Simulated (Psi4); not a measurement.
**GeF4 (tetrafluorogermane) at wB97X/def2-SVP**

Aim: the energy change on altering one bond length of GeF4 (tetrafluorogermane) at wB97X/def2-SVP, from 2 runs. 

The calculation is run with Psi4 1.11.

4 further runs of the same task are left out: 4 that didn't finish.

## Step 1: The molecule

The species is GeF4 (5 atoms), meant as a singlet with charge 0. SMILES: `[F][Ge]([F])([F])[F]`. The shape is that of a PBE0-D4/def2-TZVP optimisation.

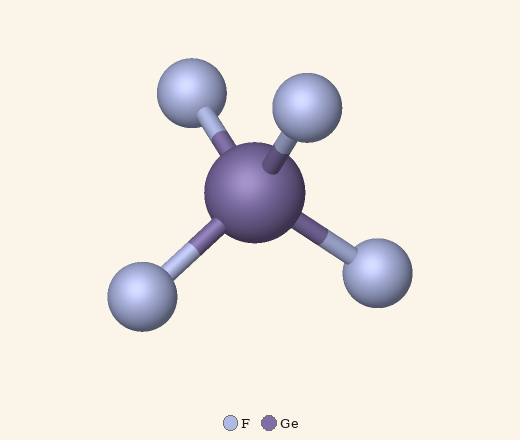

Viewed from a chosen angle; fluorine light blue, germanium purple.

## Step 2: The energy at wB97X/def2-SVP

job.dat

```
memory 2200 mb

molecule system {
  F     -0.85884273     0.18037436     3.07363954
  Ge     0.00000000     0.00000000     0.00000000
  F      2.41539124    -2.07032725    -0.31152135
  F     -2.48699296    -0.99392035    -1.74484082
  F      0.93044445     2.88389214    -1.01727737
  units au
  symmetry c1
  no_reorient
  no_com
}

set puream true
set e_convergence 1e-09
set d_convergence 1e-08
set scf_type pk
set dft_radial_points 99
set dft_spherical_points 590

e, wfn = energy('wb97x/def2-SVP', return_wfn=True)
print_variables()
```

Run with:

```
$ psi4 -i job.dat -o job.out -n 1
```

job.out:

```text
[...]
  Running in c1 symmetry.
[...]
  Nuclear repulsion =  453.504144991103203
[...]
  Multiplicity = 1
[...]
  Nalpha       = 34
  Nbeta        = 34
[...]
    Number of basis functions: 88
[...]
   @RKS iter   1: -2474.89055656569963   -2.78949e+00   2.58292e-02 ADIIS/DIIS
[...]
   @RKS iter  11: -2475.89321723513240   -1.36424e-12   1.14028e-09 DIIS
[...]
    Orbital Energies [Eh]
    ---------------------
    Doubly Occupied:
       1A   -398.647111     2A    -49.914848     3A    -44.450974
       4A    -44.450973     5A    -44.450973     6A    -24.780405
       7A    -24.780356     8A    -24.780353     9A    -24.780352
      10A     -6.457514    11A     -4.634888    12A     -4.634887
      13A     -4.634887    14A     -1.482510    15A     -1.482508
      16A     -1.482508    17A     -1.463842    18A     -1.463840
      19A     -1.344407    20A     -1.293531    21A     -1.293529
      22A     -1.293526    23A     -0.740359    24A     -0.639419
      25A     -0.639418    26A     -0.639416    27A     -0.579110
      28A     -0.579107    29A     -0.567802    30A     -0.567802
      31A     -0.567801    32A     -0.551897    33A     -0.551896
      34A     -0.551895
[...]
  @RKS Final Energy: -2475.89321723513240
   => Energetics <=
    Nuclear Repulsion Energy =            453.5041449911032032
    One-Electron Energy =               -4353.2096517656118522
    Two-Electron Energy =                1516.9092738795943660
    DFT Exchange-Correlation Energy =     -93.0969843402179578
    Empirical Dispersion Energy =           0.0000000000000000
    VV10 Nonlocal Energy =                  0.0000000000000000
    Total Energy =                      -2475.8932172351323970
[...]
 Multipole Moments:
 ------------------------------------------------------------------------------------
     Multipole            Electronic (a.u.)      Nuclear  (a.u.)        Total (a.u.)
 ------------------------------------------------------------------------------------
 L = 1.  Multiply by 2.5417464519 to convert [e a0] to [Debye]
 Dipole X            :         -0.0000044            0.0000000           -0.0000044
 Dipole Y            :         -0.0001790            0.0001701           -0.0000089
 Dipole Z            :         -0.0000030           -0.0000000           -0.0000030
 Magnitude           :                                                    0.0000104
[...]
```

Wall time 20 s (1 thread of AMD EPYC 7R43 (Zen 3), shared host); peak memory 0.88 GiB.

## Step 3: The distorted shape, same level

f4ge.xyz

```xyz
5
F4Ge
F     -0.646188     0.259770     1.651225
Ge    -0.191708     0.164320     0.024725
F      1.278170    -1.095570    -0.164850
F     -1.507768    -0.361640    -0.898605
F      0.300662     1.690410    -0.513595
```

f4ge_ase.py

```python
import numpy as np
from ase.calculators.psi4 import Psi4
from ase.io import read

atoms = read('f4ge.xyz')
calc = Psi4(atoms=atoms, method='wb97x', basis='def2-SVP', memory='2200MB', num_threads=1, charge=0, multiplicity=1, label='psi4-calc')
calc.psi4.set_options({'puream': True, 'e_convergence': 1e-09, 'd_convergence': 1e-08, 'scf_type': 'pk', 'dft_radial_points': 99, 'dft_spherical_points': 590})
atoms.calc = calc

print(f'energy: {atoms.get_potential_energy():.6f} eV')
```

Run with:

```
$ python f4ge_ase.py
```

psi4-calc.dat:

```text
[...]
  Running in c1 symmetry.
[...]
  Nuclear repulsion =  438.452774520433991
[...]
  Multiplicity = 1
[...]
  Nalpha       = 34
  Nbeta        = 34
[...]
    Number of basis functions: 88
[...]
   @RKS iter   1: -2474.87136634432954   -3.06934e+00   2.56606e-02 ADIIS/DIIS
[...]
   @RKS iter  11: -2475.86704224080313   -4.54747e-12   5.05168e-09 DIIS
[...]
    Orbital Energies [Eh]
    ---------------------
    Doubly Occupied:
       1A   -398.665703     2A    -49.932717     3A    -44.469625
       4A    -44.468630     5A    -44.468630     6A    -24.793493
       7A    -24.793455     8A    -24.793454     9A    -24.746583
      10A     -6.472234    11A     -4.649612    12A     -4.649288
      13A     -4.649287    14A     -1.496239    15A     -1.496239
      16A     -1.485224    17A     -1.477626    18A     -1.477625
      19A     -1.344192    20A     -1.305159    21A     -1.305156
      22A     -1.242639    23A     -0.743197    24A     -0.643437
      25A     -0.643434    26A     -0.624743    27A     -0.585411
      28A     -0.585409    29A     -0.572088    30A     -0.572087
      31A     -0.562951    32A     -0.546483    33A     -0.514910
      34A     -0.514910
[...]
  @RKS Final Energy: -2475.86704224080313
   => Energetics <=
    Nuclear Repulsion Energy =            438.4527745204339908
    One-Electron Energy =               -4322.8620876458780913
    Two-Electron Energy =                1501.5731418652860611
    DFT Exchange-Correlation Energy =     -93.0308709806455880
    Empirical Dispersion Energy =           0.0000000000000000
    VV10 Nonlocal Energy =                  0.0000000000000000
    Total Energy =                      -2475.8670422408035847
[...]
 Multipole Moments:
 ------------------------------------------------------------------------------------
     Multipole            Electronic (a.u.)      Nuclear  (a.u.)        Total (a.u.)
 ------------------------------------------------------------------------------------
 L = 1.  Multiply by 2.5417464519 to convert [e a0] to [Debye]
 Dipole X            :         -0.4072317            0.1385687           -0.2686630
 Dipole Y            :          0.3490408           -0.1187651            0.2302757
 Dipole Z            :          0.0525248           -0.0178715            0.0346533
 Magnitude           :                                                    0.3555384
[...]
```

Standard output:

```text
energy: -67371.773831 eV
```

It took 19 s on 1 thread of AMD EPYC 7R43 (Zen 3), shared host; peak memory 0.9 GiB.

## Step 4: Outcome

At wB97X/def2-SVP:

| quantity | value |
| --- | --- |
| first shape: total energy | -2475.89322 Eh |
| first shape: dipole moment | 0.00 D |
| first shape: HOMO energy | -15.02 eV |
| first shape: LUMO energy | 0.72 eV |
| first shape: HOMO–LUMO gap | 15.74 eV |
| distorted shape: total energy | -2475.86704 Eh |
| distorted shape: dipole moment | 0.90 D |
| distorted shape: HOMO energy | -14.01 eV |
| distorted shape: LUMO energy | -0.46 eV |
| distorted shape: HOMO–LUMO gap | 13.55 eV |
| energy change with the Ge2–F3 bond stretched from 1.691 to 1.945 Å | 0.712 eV |

**Reading.** With the Ge2–F3 bond stretched from 1.691 to 1.945 Å the energy rises by 0.71 eV (16.4 kcal/mol). The first shape isn't relaxed at this level, so the change isn't measured from a minimum.
